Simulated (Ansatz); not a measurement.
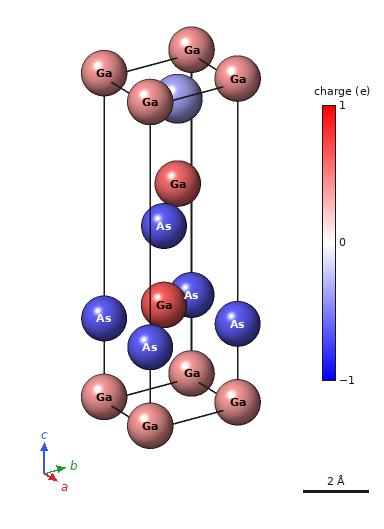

View slightly off an axis, drawn as a spheres-only model. One simulation cell is framed, with atoms on its boundary repeated. The atoms of this Ga3SbAs2 cell are coloured by their Bader charge.

Results below were computed with DFT PBEsol, scalar-relativistic, plane waves, PAW in Ansatz; the settings were E_cut = 420 eV, Brillouin-zone sampling on a 12×12×4 mesh, Gaussian smearing of 0.1 eV, no spin polarisation.

Question: Which element is the most positive, and which the most negative?

Answer: Most positive: Ga; most negative: As. Charges: about Ga +0.4 to +0.6 e; Sb -0.3 e; As -0.6 e.

Provenance: a structure type filled with these elements by a generator (whether the compound takes this form wasn't checked). Earlier steps of the study may have refined or changed the cell and positions. A calculation with Ansatz used it as input.
